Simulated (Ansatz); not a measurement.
**Computed energy over volume and axial ratio: CdSe (zinc blende)**

CdSe (zinc blende), conventional cell a = 6.196 Å, b = 6.196 Å, c = 6.196 Å, α = 90.00°, β = 90.00°, γ = 90.00°. The calculation uses the primitive cell of 2 atoms, to which meshes and values per cell refer.

Two coordinates are scanned: the volume, and the ratio of the stretch along z (the conventional c axis) to the stretch across it. Atoms keep their fractional coordinates.

The numbers are results of PBE (plane waves to 420 eV, PAW, scalar-relativistic; Ansatz, a first-principles code), not measurements. k mesh 9×9×9 (Γ-centred), Fermi-Dirac smearing 0.05 eV. The energy includes the smearing's −TS. CdSe was relaxed with its symmetry unable to fall. The PAW data are Ansatz's earlier set. The zero of ΔE is the relaxed starting cell.

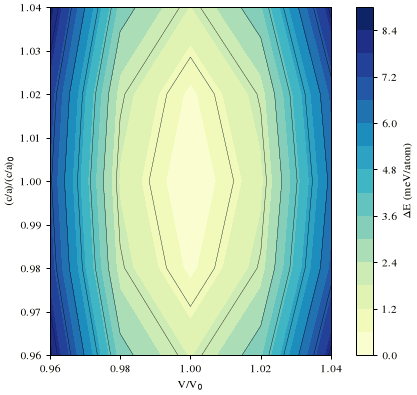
ΔE (meV/atom) over the 5×5 grid of computed points.

The shear modulus C′ = (C11 − C12)/2 (fit, atoms clamped) is 8.8 GPa. Highest place on the grid: V/V₀ = 0.960, (c/a)/(c/a)₀ = 1.040 (8.7 meV/atom). Lowest place on the grid: V/V₀ = 1.000, (c/a)/(c/a)₀ = 1.000 (0.0 meV/atom).

Near the relaxed cell σzz − σxx = −2Cδ (compression positive), C being this modulus and δ the logarithm of the ratio.

(Under strain, the slope of the energy per volume gives the stress and its curvature an elastic modulus.)
